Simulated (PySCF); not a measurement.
Run report: CH₄AlNO₃, NMR shielding calculation

- system: CH₄AlNO₃, SMILES N[C][O][Al]([OH])[OH]
- method: GIAO PBE0/pcSseg-2 NMR shielding, non-relativistic, gas phase (PySCF 2.14.0)

The geometry comes from this level: PBE0-D3(BJ)/def2-SVP. Figures and captions count atoms from 1; the log counts them from 0 in places.

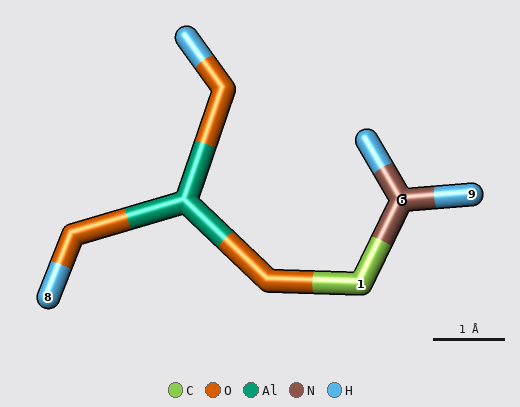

Fig. 1: The structure as given in the input (stick view, seen at a tilt; atoms are numbered from 1 in the order of the input). Sticks mark near contacts. Bond lengths as drawn: Al–O 1.69 to 1.72 Å, C–N 1.33 Å, C–O 1.34 Å, H–N 1.01 to 1.03 Å and H–O 0.96 Å.

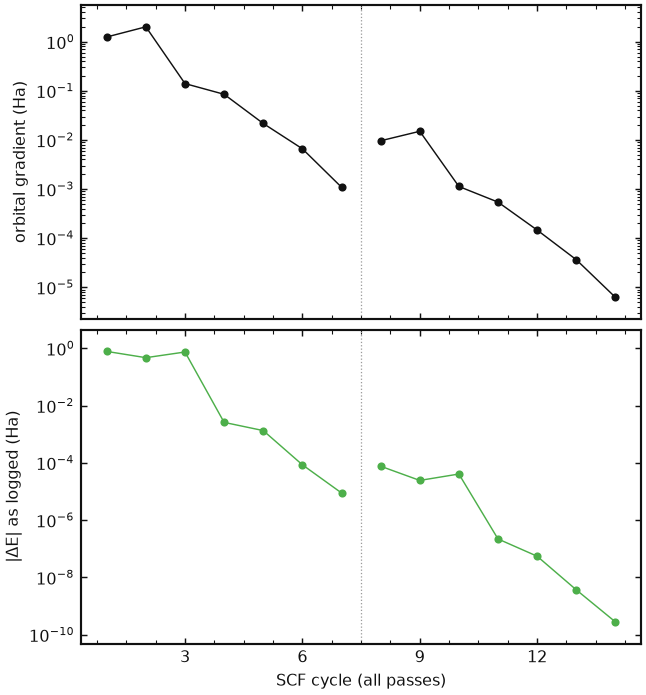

Fig. 2: Convergence of the self-consistent field: orbital gradient and size of the energy change against the SCF cycle. The dotted line marks the change from a coarse to the final integration grid. The first 7 cycles use a coarse grid, the final grid takes over at cycle 8, and the field converges after 14 cycles in all.

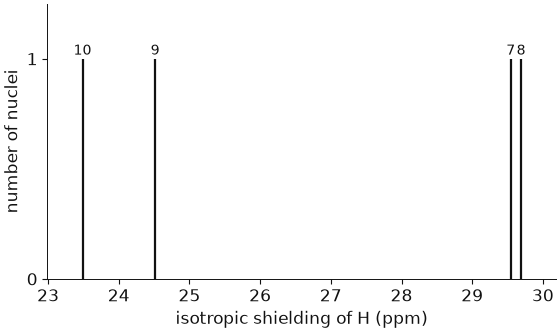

Fig. 3: Isotropic shieldings of the hydrogen nuclei in this fixed geometry, labelled by atom number; shielding grows to the right, so chemical shift grows to the left. The least shielded is H10 (23.5 ppm), the most shielded H8 (29.7 ppm).

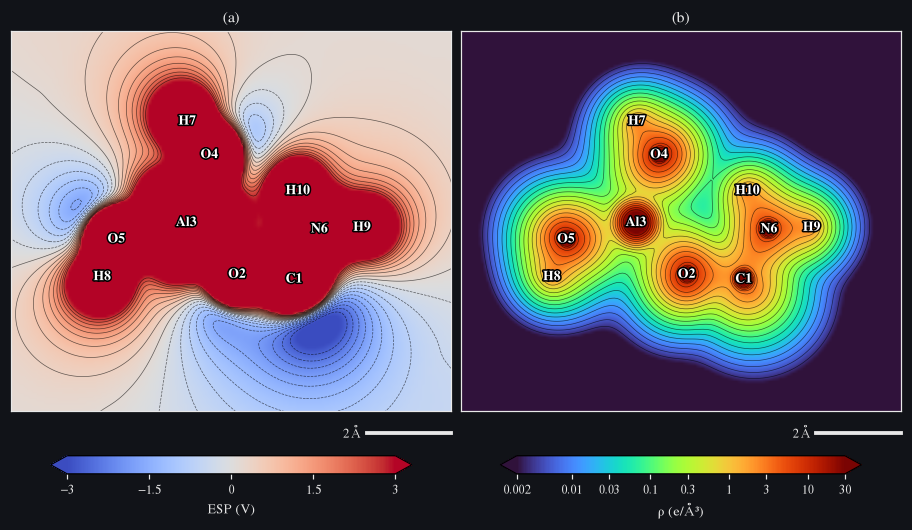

Fig. 4: (a) molecular electrostatic potential; (b) electron density on the molecular plane. C–N (1.33 Å): ρ at the midpoint is about 2.6 e/Å³. C–O (1.34 Å): ρ is about 2.4 e/Å³ halfway. O–H (0.96 Å): ρ is about 3.8 e/Å³ halfway, with its minimum of 2.5 e/Å³ about 0.7 Å from O.

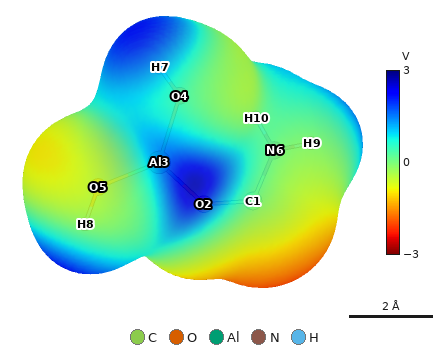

Fig. 5: The electrostatic potential painted on the density surface at 0.001 e/bohr³, seen at a tilt; red is negative and blue positive.

The input that produced these results follows, with the program's output.

### Input file
```
{"job": {"kind": "nmr", "xc": "PBE0", "basis": "pcSseg-2"}, "charge": 0, "multiplicity": 1}
C     -0.947468    -1.677056     0.499655
O     -0.897896    -0.651799    -0.355702
Al     0.078400     0.724497    -0.694245
O      1.405030     0.975473     0.337098
O     -0.273792     1.753196    -1.983796
N      0.051576    -1.628824     1.372529
H      2.040583     1.691475     0.279266
H     -1.009032     1.649819    -2.589684
H      0.112364    -2.362720     2.065830
H      0.770404    -0.891933     1.393646
```

The first line tells a small driver script what to run in PySCF; the rest is the geometry in Å.

Launch command:
```bash
OMP_NUM_THREADS=1 python <driver script> task.json out
```

### What the program printed
```
coarse grid: 9512 points
cycle   1  E = -562.8981029009  dE =  7.792e-01  |g| = 1.250e+00  |ddm| = 2.422e+00
cycle   2  E = -562.4271632810  dE =  4.709e-01  |g| = 2.012e+00  |ddm| = 1.633e+00
cycle   3  E = -563.1703321680  dE = -7.432e-01  |g| = 1.405e-01  |ddm| = 1.083e+00
cycle   4  E = -563.1729188121  dE = -2.587e-03  |g| = 8.504e-02  |ddm| = 1.227e-01
cycle   5  E = -563.1742567803  dE = -1.338e-03  |g| = 2.166e-02  |ddm| = 4.915e-02
cycle   6  E = -563.1743423228  dE = -8.554e-05  |g| = 6.611e-03  |ddm| = 1.838e-02
cycle   7  E = -563.1743512080  dE = -8.885e-06  |g| = 1.092e-03  |ddm| = 5.850e-03
final grid: 89208 points
cycle   8  E = -563.1704160723  dE = -7.616e-05  |g| = 9.620e-03  |ddm| = 2.046e-02
cycle   9  E = -563.1703917761  dE =  2.430e-05  |g| = 1.501e-02  |ddm| = 1.136e-02
cycle  10  E = -563.1704324508  dE = -4.067e-05  |g| = 1.129e-03  |ddm| = 7.012e-03
cycle  11  E = -563.1704326699  dE = -2.191e-07  |g| = 5.426e-04  |ddm| = 1.212e-03
cycle  12  E = -563.1704327246  dE = -5.473e-08  |g| = 1.464e-04  |ddm| = 3.711e-04
cycle  13  E = -563.1704327283  dE = -3.669e-09  |g| = 3.646e-05  |ddm| = 9.488e-05
cycle  14  E = -563.1704327286  dE = -2.779e-10  |g| = 6.250e-06  |ddm| = 3.263e-05
converged SCF energy = -563.1704327286

GIAO shielding tensors (ppm)
atom      isotropic    diamagn.    paramagn.     s11        s22        s33       span
  0 C     -121.685     243.189    -364.874   -435.622    -28.471     99.038    534.659
  1 O      102.281     392.863    -290.582    -45.679    134.558    217.963    263.643
  2 Al     478.910     794.252    -315.342    394.419    479.512    562.799    168.380
  3 O      303.526     390.541     -87.015    265.020    293.168    352.392     87.372
  4 O      316.213     386.335     -70.122    288.264    294.787    365.589     77.325
  5 N       85.731     321.433    -235.702    -73.996    132.888    198.300    272.296
  6 H       29.546      31.814      -2.269     20.586     23.269     44.782     24.196
  7 H       29.692      31.494      -1.802     21.409     23.074     44.593     23.183
  8 H       24.515      29.789      -5.274     21.811     23.615     28.119      6.308
  9 H       23.487      32.764      -9.277     20.109     20.809     29.544      9.435
```

### Results in brief

```tsv
quantity	value
outcome	converged
total energy	−563.170433 hartree
HOMO	−5.76 eV
LUMO	−0.79 eV
dipole moment	3.33 D
isotropic shielding, C	−121.7 ppm
isotropic shielding, O	102.3 to 316.2 ppm
isotropic shielding, Al	478.9 ppm
isotropic shielding, N	85.7 ppm
isotropic shielding, H	23.5 to 29.7 ppm
hardware	1 CPU thread, shared host
wall time	66 s
peak memory	1.1 GiB
```
